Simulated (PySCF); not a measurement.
## Electronic structure of H$_{9}$NOSi$_{4}$ (triplet) in real space

| atom | x (Å) | y (Å) | z (Å) |
| --- | --- | --- | --- |
| Si | -1.4540 | 0.2452 | 0.1393 |
| O | -1.5694 | -1.3968 | 0.4053 |
| Si | -1.2285 | -2.7697 | -0.4866 |
| N | 0.1227 | 1.0056 | 0.2411 |
| Si | 1.0209 | 1.1195 | -1.2726 |
| Si | 0.5521 | 1.8002 | 1.7572 |
| H | -1.4808 | -2.5167 | -1.9374 |
| H | -2.1059 | -3.8683 | 0.0038 |
| H | 0.2030 | -3.1467 | -0.2950 |
| H | 0.9641 | -0.2016 | -1.9677 |
| H | 0.4638 | 2.1640 | -2.1840 |
| H | 2.4398 | 1.4666 | -0.9530 |
| H | 2.0152 | 2.1070 | 1.7239 |
| H | 0.2425 | 0.8870 | 2.8951 |
| H | -0.1969 | 3.0794 | 1.9454 |

Geometry: PBE0-D3(BJ)/def2-SVP.

These are results of PySCF, UKS B3LYP, IGLO-III on N O Si, pcH-1 on H, non-relativistic, mean-field spin-orbit, GIAO, not measurements.

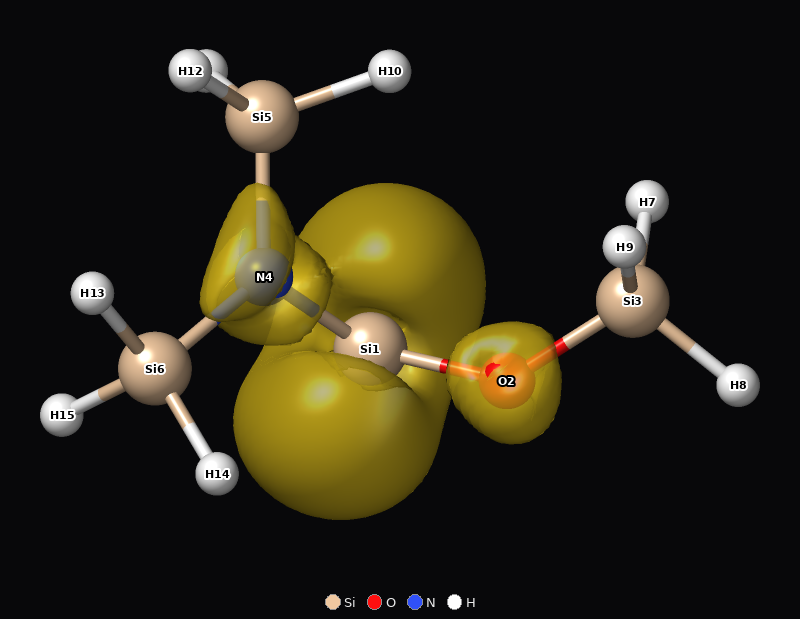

Figure 1. Isosurfaces of the spin density at +0.03 (yellow) and −0.03 e/Å³ (cyan), seen at a tilt.

> Which atoms carry the spin?

The unpaired spin (2 electrons) lies mostly on Si1 (about 1.4), N4 (about 0.2) and O2 (about 0.2), in electrons by Hirshfeld's partition. Only one sign reaches the isovalue.

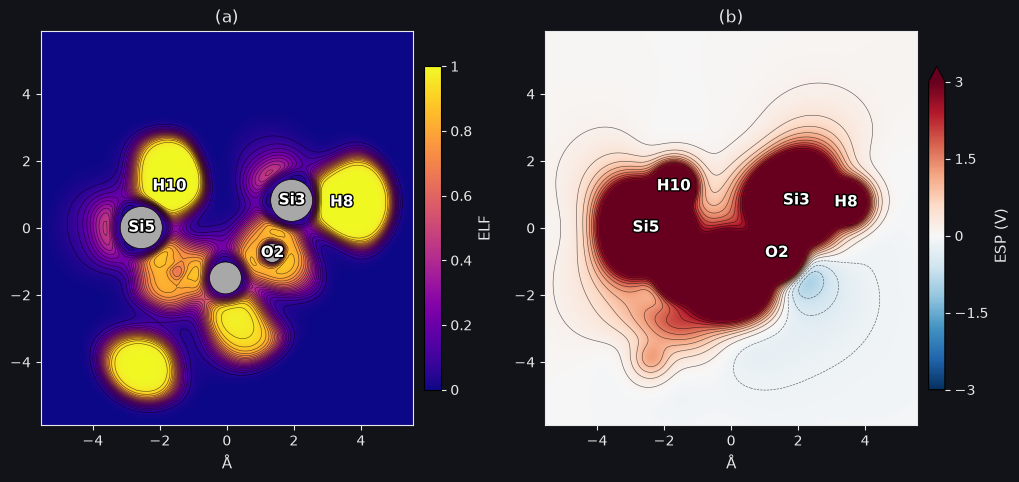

Figure 2. (a) ELF; (b) molecular electrostatic potential on the plane of atoms O2, Si3 and H8. Grey discs cover the atomic cores in the ELF map.

> Interpret the plot.

Atoms in the plane: O, Si and H.
Si–O (1.67 Å): the ELF peaks at about 0.85 between the atoms: a polar covalent bond.
Si–H (1.49 Å): the ELF climbs to about 1 towards the hydrogen, as it does in any bond to H.
The ELF also peaks beside Si1 and O2, away from the bonds: non-bonding electrons, paired or unpaired.
Outside the dense part of the molecule the potential is most negative (−0.9 V) near O2.

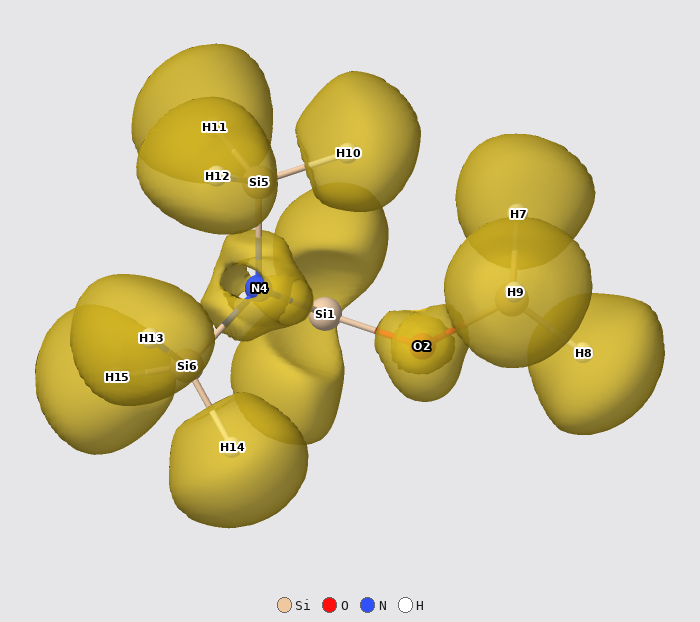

Figure 3. Isosurface of the electron localisation function at 0.8 (yellow), seen at a tilt. Core shells and regions of very low density are left out.

> Describe the localisation domains.

The surface consists of nine regions around hydrogen nuclei, one region on N in which the atom's valence shell and bonds are merged, one lobe on Si, pointing away from the bonds (non-bonding electrons) and one region wrapped around O (its lone pairs, merged into a ring or cap).


 Si–N (1.75 Å): the ELF peaks at about 0.90 between the atoms, as expected for a shared but strongly polarised pair.
